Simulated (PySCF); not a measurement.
```xyz
19

Si   -2.3298    0.3826    1.3264
O    -2.2181    0.0960   -0.3047
Si   -1.0657   -0.1387   -1.4924
Si    0.2863   -1.9940   -0.9528
Si    1.7021   -1.1998    0.7622
Si    1.6702    1.1595    0.5661
Si    0.5247    1.5982   -1.4441
H    -1.9911    1.8060    1.6253
H    -3.7233    0.0929    1.7628
H    -1.3745   -0.5032    2.0635
H    -1.7827   -0.2792   -2.7938
H     1.1327   -2.3123   -2.1487
H    -0.4827   -3.2141   -0.5551
H     3.0923   -1.7316    0.6059
H     1.1836   -1.6049    2.1061
H     3.0446    1.7490    0.5950
H     0.8821    1.7295    1.7056
H    -0.0457    2.9793   -1.5085
H     1.4671    1.3930   -2.5920
```

Geometry: PBE0-D3(BJ)/def2-SVP.

Method: PySCF, PBE0/pcSseg-1, SCF density, gas phase, non-relativistic.

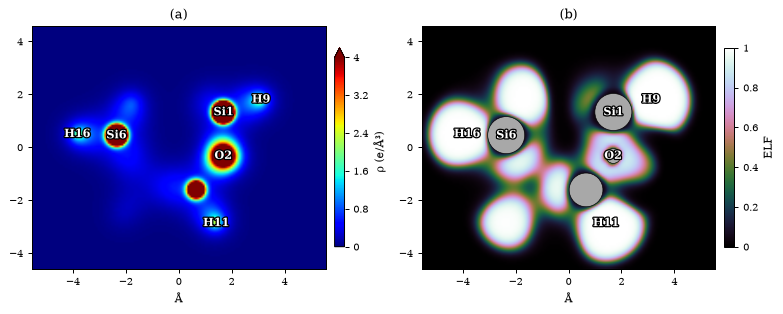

H12OSi6 (SMILES [SiH3]O[SiH]1[SiH2][SiH2][SiH2][SiH2]1). (a) electron density; (b) ELF on the plane of atoms O2, Si1 and H9. Grey discs cover the atomic cores in the ELF map.

Q: What does the map show?

A:
- The section cuts through Si, O and H sites.
- Si–O (1.66 Å): the density is about 1 e/Å³ at the midpoint; the ELF peaks at about 0.85 between the atoms: a polar covalent bond.
- Si–H (1.49 Å): ρ is about 0.8 e/Å³ halfway; the ELF climbs to about 1 towards the hydrogen, as it does in any bond to H.
- The ELF also peaks beside O2, away from the bonds: lone-pair regions.
